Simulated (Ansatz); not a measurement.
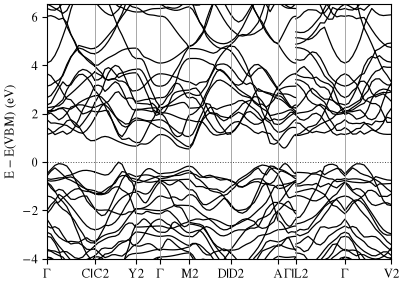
Band structure from plane-wave PAW r²SCAN+D4 (Ansatz code)

### Question
Read off the gap and where the band edges lie.

### Answer
About 0.5 eV (0.54 eV by a search for the band edges); maximum on the C2–Y2 line, 60 % of the way from C2, minimum at M2.

The material is Te$_{3}$As$_{2}$ in space group C2/m (No. 12; Pearson symbol mS20).

The first step of the workflow began from a Materials Project structure, measured or hypothetical; the Crystallography Open Database files this formula in space group No. 12, but the cells were not matched. Its standing as an ambient phase is unchecked. Symmetry was held in the r²SCAN+D4 relaxation; its stability against distortions is not shown here. Spin–orbit coupling is left out wherever it is not named.

Potentials: the later of the program's two PAW sets.
